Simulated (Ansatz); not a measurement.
# Nudged elastic band, with input and output: WH6ClF (part 1 of 2)

System: WH6ClF.
Method: RHF/def2-SVP (Ansatz 0.2.0).

The run did not end well. It belongs to a series of runs on one base structure; here: band between the two ends.

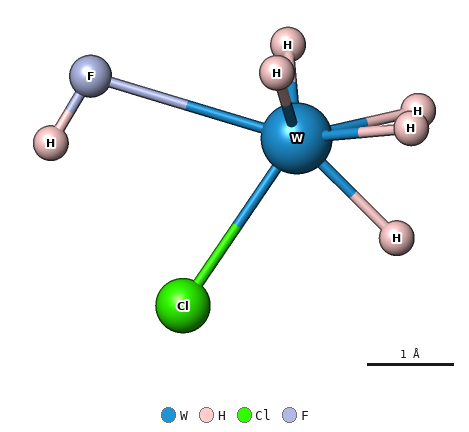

**Figure 1.** The input geometry (ball-and-stick view, seen on its broad side). Sticks mark near contacts. Bond lengths as drawn: Cl–W 2.37 Å, F–H 0.91 Å, F–W 2.51 Å and H–W 1.65 to 1.69 Å.

Input:
```yaml
crystal:
  periodic: [false, false, false]
  atoms:
    - { symbol: W, position_ang: [-0.095444, 0.088051, 0.13674] }
    - { symbol: H, position_ang: [0.896568, 0.234774, 1.498035] }
    - { symbol: H, position_ang: [1.312911, -0.774927, 0.103235] }
    - { symbol: H, position_ang: [-0.130375, 1.513446, -0.772332] }
    - { symbol: Cl, position_ang: [-2.243605, -0.799147, 0.611486] }
    - { symbol: H, position_ang: [-0.036511, -1.334938, -0.691452] }
    - { symbol: H, position_ang: [0.661181, 0.030308, -1.330604] }
    - { symbol: F, position_ang: [-1.281073, 1.742302, 1.59938] }
    - { symbol: H, position_ang: [-2.094551, 1.356934, 1.752414] }
basis:
  gaussian: { orbitals: def2-SVP }
hamiltonian:
  xc: hf
neb:
  order_check: false
  images: 9
  f_tol: 0.03
  max_iterations: 60
  final_atoms:
    - { symbol: W, position_ang: [-0.36564602, 0.30949796, -0.4633409] }
    - { symbol: H, position_ang: [-0.34710414, 0.10747366, 3.44503193] }
    - { symbol: H, position_ang: [1.24872355, 0.20937013, -0.03623719] }
    - { symbol: H, position_ang: [0.7902655, 0.88233366, -1.52810279] }
    - { symbol: Cl, position_ang: [-2.20600682, -1.19719429, -0.58122885] }
    - { symbol: H, position_ang: [0.13266389, -0.99488684, 0.42726313] }
    - { symbol: H, position_ang: [-0.6506419, 0.16113141, -2.08818205] }
    - { symbol: F, position_ang: [-1.02484161, 1.77428196, 0.40254576] }
    - { symbol: H, position_ang: [-0.58831144, 0.80479534, 3.32915295] }
  initial_path:
    images:
      - { positions_ang: [[-0.095444, 0.088051, 0.13674], [0.896568, 0.234774, 1.498035], [1.312911, -0.774927, 0.103235], [-0.130375, 1.513446, -0.772332], [-2.243605, -0.799147, 0.611486], [-0.036511, -1.334938, -0.691452], [0.661181, 0.030308, -1.330604], [-1.281073, 1.742302, 1.59938], [-2.094551, 1.356934, 1.752414]] }
      - { positions_ang: [[-0.07928242, 0.06805817, 0.10816784], [0.74333987, 0.21649166, 1.60901672], [1.39028317, -0.61046372, 0.05631303], [-0.1209042, 1.55119988, -0.64397893], [-2.27425715, -0.65818084, 0.52277362], [-0.01845904, -1.41315875, -0.52949659], [0.50191042, -0.00394047, -1.40789004], [-1.33453629, 1.65948074, 1.41597913], [-1.81899335, 1.24731632, 1.77601723]] }
      - { positions_ang: [[-0.06312084, 0.04806533, 0.07959568], [0.59011174, 0.19820932, 1.71999843], [1.46765534, -0.44600043, 0.00939106], [-0.1114334, 1.58895376, -0.51562585], [-2.3049093, -0.51721468, 0.43406124], [-0.00040708, -1.4913795, -0.36754119], [0.34263983, -0.03818894, -1.48517608], [-1.38799959, 1.57665949, 1.23257826], [-1.5434357, 1.13769865, 1.79962046]] }
      - { positions_ang: [[-0.04695926, 0.0280725, 0.05102352], [0.43688361, 0.17992698, 1.83098015], [1.54502751, -0.28153715, -0.03753092], [-0.1019626, 1.62670763, -0.38727278], [-2.33556145, -0.37624852, 0.34534885], [0.01764488, -1.56960024, -0.20558578], [0.18336925, -0.07243741, -1.56246212], [-1.44146288, 1.49383823, 1.04917739], [-1.26787805, 1.02808097, 1.82322368]] }
      - { positions_ang: [[-0.03079768, 0.00807966, 0.02245136], [0.28365548, 0.16164465, 1.94196186], [1.62239968, -0.11707386, -0.08445289], [-0.0924918, 1.66446151, -0.25891971], [-2.3662136, -0.23528236, 0.25663647], [0.03569684, -1.64782099, -0.04363037], [0.02409867, -0.10668588, -1.63974816], [-1.49492617, 1.41101698, 0.86577652], [-0.9923204, 0.91846329, 1.84682691]] }
      - { positions_ang: [[-0.0146361, -0.01191317, -0.0061208], [0.13042735, 0.14336231, 2.05294358], [1.69977185, 0.04738942, -0.13137486], [-0.08302101, 1.70221539, -0.13056664], [-2.39686576, -0.0943162, 0.16792409], [0.0537488, -1.72604174, 0.11832504], [-0.13517192, -0.14093435, -1.7170342], [-1.54838947, 1.32819572, 0.68237564], [-0.71676275, 0.80884562, 1.87043014]] }
      - { positions_ang: [[-0.08483809, 0.05236905, -0.09756482], [0.03492105, 0.13618458, 2.33136125], [1.60956219, 0.07978557, -0.11234733], [0.09163629, 1.53823905, -0.41007387], [-2.35869397, -0.31489182, 0.0180935], [0.06953182, -1.57981076, 0.18011266], [-0.23826591, -0.0805212, -1.79126377], [-1.4436799, 1.41741297, 0.62640967], [-0.69107249, 0.80803556, 2.1621747]] }
      - { positions_ang: [[-0.15504007, 0.11665128, -0.18900884], [-0.06058525, 0.12900685, 2.60977892], [1.51935253, 0.11218171, -0.09331979], [0.26629359, 1.3742627, -0.6895811], [-2.32052218, -0.53546744, -0.13173709], [0.08531484, -1.43357978, 0.24190027], [-0.34135991, -0.02010804, -1.86549334], [-1.33897032, 1.50663022, 0.57044369], [-0.66538223, 0.80722551, 2.45391926]] }
      - { positions_ang: [[-0.22524205, 0.18093351, -0.28045286], [-0.15609154, 0.12182912, 2.88819659], [1.42914287, 0.14457785, -0.07429226], [0.4409509, 1.21028635, -0.96908833], [-2.2823504, -0.75604305, -0.28156767], [0.10109785, -1.2873488, 0.30368789], [-0.44445391, 0.04030511, -1.93972291], [-1.23426075, 1.59584746, 0.51447771], [-0.63969196, 0.80641545, 2.74566382]] }
      - { positions_ang: [[-0.29544404, 0.24521574, -0.37189688], [-0.25159784, 0.11465139, 3.16661426], [1.33893321, 0.17697399, -0.05526473], [0.6156082, 1.04631001, -1.24859556], [-2.24417861, -0.97661867, -0.43139826], [0.11688087, -1.14111782, 0.36547551], [-0.5475479, 0.10071826, -2.01395248], [-1.12955118, 1.68506471, 0.45851174], [-0.6140017, 0.80560539, 3.03740839]] }
      - { positions_ang: [[-0.36564602, 0.30949796, -0.4633409], [-0.34710414, 0.10747366, 3.44503193], [1.24872355, 0.20937013, -0.03623719], [0.7902655, 0.88233366, -1.52810279], [-2.20600682, -1.19719429, -0.58122885], [0.13266389, -0.99488684, 0.42726313], [-0.6506419, 0.16113141, -2.08818205], [-1.02484161, 1.77428196, 0.40254576], [-0.58831144, 0.80479534, 3.32915295]] }
```

Run on 1 thread of AMD EPYC (Zen 3), 32 GiB of memory available, shared host.

Launched with:
```bash
ansatz run input.yaml --threads 1 --pin off --max-ram 2048MiB --backend cpu --events-out ev --progress --plain --runs-dir out
```

The program's output:
```
Engine: ansatz 0.2.0, x86_64-unknown-linux-gnu
Functional definition: HF
  exchange = exact_x
  correlation = 0
997 factors; integrals over basis functions are off by at most 4.5e-4 eV
mean field evaluation 1: about -17100.0798 eV, gradient 3.0e1 eV
mean field evaluation 2: about -17100.2504 eV, gradient 3.0e1 eV
mean field evaluation 4: about -17102.2877 eV, gradient 4.2e0 eV
mean field evaluation 8: about -17102.3489 eV, gradient 1.5e-1 eV
mean field -17102.34925936 eV, -628.4997428929 hartree, gradient 3.4e-5 eV, S^2 0.000000; 0 other end points of the search recorded, 0 dependent functions left out
the calculation of the forces begins
reference -17102.34925936 eV, -628.4997428929 hartree; 23, 23 occupied and 71, 71 virtual orbitals, 997 factors
993 factors; integrals over basis functions are off by at most 5.9e-4 eV
mean field evaluation 16: about -17102.9335 eV, gradient 2.6e0 eV
mean field -17102.97058729 eV, -628.5225762729 hartree, gradient 1.3e-5 eV, S^2 0.000000; 0 other end points of the search recorded, 0 dependent functions left out
[... from here on the field's lines of each further geometry are left out, up to the last ...]
NEB iter   1: max|band force component| = 1.824e1 eV/Å  barrier→ = 11.9072 eV  barrier← = 12.5285 eV  Δτ_max = 0.2000 Å  (1244 SCF iters)
NEB iter   2: max|band force component| = 3.698e0 eV/Å  barrier→ = 9.5537 eV  barrier← = 10.1750 eV  Δτ_max = 0.2000 Å  (490 SCF iters)
NEB iter   3: max|band force component| = 2.921e0 eV/Å  barrier→ = 8.3560 eV  barrier← = 8.9773 eV  Δτ_max = 0.2000 Å  (455 SCF iters)
NEB iter   4: max|band force component| = 2.916e0 eV/Å  barrier→ = 8.0247 eV  barrier← = 8.6461 eV  Δτ_max = 0.1033 Å  (458 SCF iters)
NEB iter   5: max|band force component| = 2.801e0 eV/Å  barrier→ = 7.6046 eV  barrier← = 8.2260 eV  Δτ_max = 0.1054 Å  (449 SCF iters)
NEB iter   6: max|band force component| = 1.622e0 eV/Å  barrier→ = 7.3397 eV  barrier← = 7.9611 eV  Δτ_max = 0.1013 Å  (447 SCF iters)
NEB iter   7: max|band force component| = 1.891e0 eV/Å  barrier→ = 7.0308 eV  barrier← = 7.6521 eV  Δτ_max = 0.0506 Å  (442 SCF iters)
NEB iter   8: max|band force component| = 1.548e0 eV/Å  barrier→ = 6.8834 eV  barrier← = 7.5047 eV  Δτ_max = 0.0507 Å  (436 SCF iters)
NEB iter   9: max|band force component| = 8.596e-1 eV/Å  barrier→ = 6.7783 eV  barrier← = 7.3996 eV  Δτ_max = 0.1024 Å  (433 SCF iters)
NEB iter  10: max|band force component| = 9.593e-1 eV/Å  barrier→ = 6.5739 eV  barrier← = 7.1952 eV  Δτ_max = 0.0499 Å  (428 SCF iters)
NEB iter  11: max|band force component| = 1.073e0 eV/Å  barrier→ = 6.5287 eV  barrier← = 7.1501 eV  Δτ_max = 0.0251 Å  (430 SCF iters)
NEB iter  12: max|band force component| = 9.356e-1 eV/Å  barrier→ = 6.5314 eV  barrier← = 7.1527 eV  Δτ_max = 0.0250 Å  (435 SCF iters)
NEB iter  13: max|band force component| = 9.076e-1 eV/Å  barrier→ = 6.5145 eV  barrier← = 7.1358 eV  Δτ_max = 0.0250 Å  (444 SCF iters)
NEB iter  14: max|band force component| = 9.093e-1 eV/Å  barrier→ = 6.4998 eV  barrier← = 7.1211 eV  Δτ_max = 0.0501 Å  (440 SCF iters)
NEB iter  15: max|band force component| = 9.631e-1 eV/Å  barrier→ = 6.4859 eV  barrier← = 7.1073 eV  Δτ_max = 0.1004 Å  (437 SCF iters)
NEB iter  16: max|band force component| = 1.032e0 eV/Å  barrier→ = 6.4478 eV  barrier← = 7.0692 eV  Δτ_max = 0.1999 Å  (426 SCF iters)
NEB iter  17: max|band force component| = 9.139e-1 eV/Å  barrier→ = 6.1754 eV  barrier← = 6.7967 eV  Δτ_max = 0.2000 Å  (424 SCF iters)
NEB iter  18: max|band force component| = 1.332e0 eV/Å  barrier→ = 5.9246 eV  barrier← = 6.5459 eV  Δτ_max = 0.1000 Å  (433 SCF iters)
NEB iter  19: max|band force component| = 1.041e0 eV/Å  barrier→ = 5.8601 eV  barrier← = 6.4814 eV  Δτ_max = 0.1018 Å  (439 SCF iters)
NEB iter  20: max|band force component| = 6.399e-1 eV/Å  barrier→ = 5.8056 eV  barrier← = 6.4269 eV  Δτ_max = 0.1004 Å  (424 SCF iters)
NEB iter  21: max|band force component| = 5.217e-1 eV/Å  barrier→ = 5.8194 eV  barrier← = 6.4407 eV  Δτ_max = 0.1004 Å  (423 SCF iters)
NEB iter  22: max|band force component| = 5.021e-1 eV/Å  barrier→ = 5.8069 eV  barrier← = 6.4282 eV  CI = image 5  Δτ_max = 0.1006 Å  (425 SCF iters)
NEB iter  23: max|band force component| = 2.936e-1 eV/Å  barrier→ = 5.7664 eV  barrier← = 6.3878 eV  CI = image 5  Δτ_max = 0.1014 Å  (418 SCF iters)
NEB iter  24: max|band force component| = 3.490e-1 eV/Å  barrier→ = 5.7602 eV  barrier← = 6.3815 eV  CI = image 5  Δτ_max = 0.0500 Å  (419 SCF iters)
NEB iter  25: max|band force component| = 2.774e-1 eV/Å  barrier→ = 5.7409 eV  barrier← = 6.3622 eV  CI = image 5  Δτ_max = 0.0500 Å  (420 SCF iters)
NEB iter  26: max|band force component| = 4.212e-1 eV/Å  barrier→ = 5.7258 eV  barrier← = 6.3471 eV  CI = image 5  Δτ_max = 0.0499 Å  (427 SCF iters)
NEB iter  27: max|band force component| = 4.178e-1 eV/Å  barrier→ = 5.7213 eV  barrier← = 6.3426 eV  CI = image 5  Δτ_max = 0.0996 Å  (417 SCF iters)
NEB iter  28: max|band force component| = 2.120e-1 eV/Å  barrier→ = 5.7104 eV  barrier← = 6.3318 eV  CI = image 5  Δτ_max = 0.0999 Å  (423 SCF iters)
NEB iter  29: max|band force component| = 1.896e-1 eV/Å  barrier→ = 5.6965 eV  barrier← = 6.3179 eV  CI = image 5  Δτ_max = 0.1018 Å  (424 SCF iters)
NEB iter  30: max|band force component| = 2.817e-1 eV/Å  barrier→ = 5.6925 eV  barrier← = 6.3138 eV  CI = image 5  Δτ_max = 0.0500 Å  (428 SCF iters)
NEB iter  31: max|band force component| = 2.711e-1 eV/Å  barrier→ = 5.6887 eV  barrier← = 6.3101 eV  CI = image 5  Δτ_max = 0.0251 Å  (425 SCF iters)
NEB iter  32: max|band force component| = 2.469e-1 eV/Å  barrier→ = 5.6876 eV  barrier← = 6.3090 eV  CI = image 5  Δτ_max = 0.0500 Å  (419 SCF iters)
NEB iter  33: max|band force component| = 2.184e-1 eV/Å  barrier→ = 5.6866 eV  barrier← = 6.3079 eV  CI = image 5  Δτ_max = 0.0998 Å  (426 SCF iters)
NEB iter  34: max|band force component| = 1.593e-1 eV/Å  barrier→ = 5.6843 eV  barrier← = 6.3056 eV  CI = image 5  Δτ_max = 0.0507 Å  (426 SCF iters)
NEB iter  35: max|band force component| = 1.337e-1 eV/Å  barrier→ = 5.6830 eV  barrier← = 6.3043 eV  CI = image 5  Δτ_max = 0.0506 Å  (427 SCF iters)
NEB iter  36: max|band force component| = 1.507e-1 eV/Å  barrier→ = 5.6832 eV  barrier← = 6.3045 eV  CI = image 5  Δτ_max = 0.0252 Å  (427 SCF iters)
NEB iter  37: max|band force component| = 1.553e-1 eV/Å  barrier→ = 5.6823 eV  barrier← = 6.3036 eV  CI = image 5  Δτ_max = 0.0125 Å  (426 SCF iters)
NEB iter  38: max|band force component| = 1.374e-1 eV/Å  barrier→ = 5.6818 eV  barrier← = 6.3031 eV  CI = image 5  Δτ_max = 0.0125 Å  (415 SCF iters)
NEB iter  39: max|band force component| = 1.420e-1 eV/Å  barrier→ = 5.6815 eV  barrier← = 6.3028 eV  CI = image 5  Δτ_max = 0.0063 Å  (403 SCF iters)
NEB iter  40: max|band force component| = 1.443e-1 eV/Å  barrier→ = 5.6815 eV  barrier← = 6.3028 eV  CI = image 5  Δτ_max = 0.0125 Å  (361 SCF iters)
NEB iter  41: max|band force component| = 1.492e-1 eV/Å  barrier→ = 5.6816 eV  barrier← = 6.3030 eV  CI = image 5  Δτ_max = 0.0250 Å  (403 SCF iters)
NEB iter  42: max|band force component| = 1.540e-1 eV/Å  barrier→ = 5.6819 eV  barrier← = 6.3032 eV  CI = image 5  Δτ_max = 0.0250 Å  (426 SCF iters)
NEB iter  43: max|band force component| = 1.538e-1 eV/Å  barrier→ = 5.6822 eV  barrier← = 6.3036 eV  CI = image 5  Δτ_max = 0.0251 Å  (417 SCF iters)
NEB iter  44: max|band force component| = 1.486e-1 eV/Å  barrier→ = 5.6825 eV  barrier← = 6.3038 eV  CI = image 5  Δτ_max = 0.0125 Å  (414 SCF iters)
NEB iter  45: max|band force component| = 1.431e-1 eV/Å  barrier→ = 5.6826 eV  barrier← = 6.3039 eV  CI = image 5  Δτ_max = 0.0251 Å  (391 SCF iters)
NEB iter  46: max|band force component| = 1.333e-1 eV/Å  barrier→ = 5.6828 eV  barrier← = 6.3042 eV  CI = image 5  Δτ_max = 0.0251 Å  (408 SCF iters)
NEB iter  47: max|band force component| = 1.223e-1 eV/Å  barrier→ = 5.6831 eV  barrier← = 6.3044 eV  CI = image 5  Δτ_max = 0.0251 Å  (400 SCF iters)
NEB iter  48: max|band force component| = 1.255e-1 eV/Å  barrier→ = 5.6832 eV  barrier← = 6.3046 eV  CI = image 5  Δτ_max = 0.0125 Å  (418 SCF iters)
NEB iter  49: max|band force component| = 1.273e-1 eV/Å  barrier→ = 5.6833 eV  barrier← = 6.3047 eV  CI = image 5  Δτ_max = 0.0251 Å  (398 SCF iters)
NEB iter  50: max|band force component| = 1.266e-1 eV/Å  barrier→ = 5.6835 eV  barrier← = 6.3048 eV  CI = image 5  Δτ_max = 0.0125 Å  (430 SCF iters)
NEB iter  51: max|band force component| = 1.236e-1 eV/Å  barrier→ = 5.6834 eV  barrier← = 6.3047 eV  CI = image 5  Δτ_max = 0.0250 Å  (392 SCF iters)
NEB iter  52: max|band force component| = 1.379e-1 eV/Å  barrier→ = 5.6836 eV  barrier← = 6.3049 eV  CI = image 5  Δτ_max = 0.0125 Å  (422 SCF iters)
NEB iter  53: max|band force component| = 1.246e-1 eV/Å  barrier→ = 5.6837 eV  barrier← = 6.3050 eV  CI = image 5  Δτ_max = 0.0063 Å  (376 SCF iters)
NEB iter  54: max|band force component| = 1.208e-1 eV/Å  barrier→ = 5.6837 eV  barrier← = 6.3051 eV  CI = image 5  Δτ_max = 0.0031 Å  (362 SCF iters)
NEB iter  55: max|band force component| = 1.145e-1 eV/Å  barrier→ = 5.6838 eV  barrier← = 6.3051 eV  CI = image 5  Δτ_max = 0.0063 Å  (340 SCF iters)
NEB iter  56: max|band force component| = 1.064e-1 eV/Å  barrier→ = 5.6838 eV  barrier← = 6.3051 eV  CI = image 5  Δτ_max = 0.0125 Å  (373 SCF iters)
NEB iter  57: max|band force component| = 1.029e-1 eV/Å  barrier→ = 5.6839 eV  barrier← = 6.3052 eV  CI = image 5  Δτ_max = 0.0251 Å  (375 SCF iters)
NEB iter  58: max|band force component| = 1.023e-1 eV/Å  barrier→ = 5.6841 eV  barrier← = 6.3054 eV  CI = image 5  Δτ_max = 0.0506 Å  (388 SCF iters)
NEB iter  59: max|band force component| = 1.323e-1 eV/Å  barrier→ = 5.6843 eV  barrier← = 6.3056 eV  CI = image 5  Δτ_max = 0.0507 Å  (430 SCF iters)
the calculation of the forces begins
reference -17103.05747159 eV, -628.5257692120 hartree; 23, 23 occupied and 71, 71 virtual orbitals, 991 factors
these checks for a lower state are left out or cut short: starts, cluster_reference, orbital_swaps, neighbouring_geometries, increment
987 factors; integrals over basis functions are off by at most 6.6e-4 eV
mean field -17102.96730245 eV, -628.5224555574 hartree, gradient 2.5e-5 eV, S^2 0.000000; 0 other end points of the search recorded, 0 dependent functions left out
the calculation of the forces begins
reference -17102.96730245 eV, -628.5224555574 hartree; 23, 23 occupied and 71, 71 virtual orbitals, 987 factors
NEB iter  60: max|band force component| = 1.476e-1 eV/Å  barrier→ = 5.6842 eV  barrier← = 6.3056 eV  CI = image 5  Δτ_max = 0.1018 Å  (396 SCF iters)
```
